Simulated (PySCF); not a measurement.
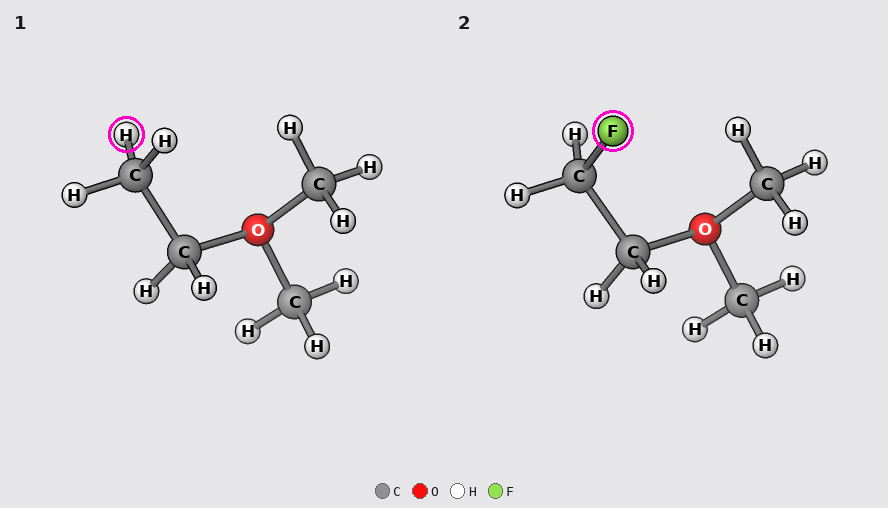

2 molecules with one skeleton, seen from the same side and at one scale; the atom that differs is circled. Charge +1, singlet. Computed geometries: GFN2-xTB optimisations, one conformation each. Properties computed with PySCF 2.14.0.

One atom differs, called X below: H in panel 1, F in panel 2. Their formulas are C4H11O(+) (`CC[O+](C)C`), C4H10FO(+) (`C[O+](C)CCF`).

In which is the GIAO shielding of the C bonded to X larger (PBE0/pcSseg-1)?

Answer. In panel 1 (X = H).

In which is the HOMO energy (Kohn–Sham orbital) higher (PBE0/pcSseg-1)?

Answer. In panel 2 (X = F).

Give the values. With GFN2-xTB: length of X–C (Å), mean angle H–C–X (°). With PBE0/pcSseg-1: HOMO energy (Kohn–Sham orbital) (eV), HOMO–LUMO gap (eV), Hirshfeld charge of X (e), GIAO shielding of the C bonded to X (ppm).

```csv
quantity,1 (H),2 (F),2 − 1
length of X–C (Å),1.087,1.365,+0.278
mean angle H–C–X (°),108.7,107.4,−1.3
HOMO energy (Kohn–Sham orbital) (eV),−14.94,−14.38,+0.56
HOMO–LUMO gap (eV),10.87,10.09,−0.78
Hirshfeld charge of X (e),0.07,−0.08,−0.15
GIAO shielding of the C bonded to X (ppm),171.7,102.3,−69.4
```
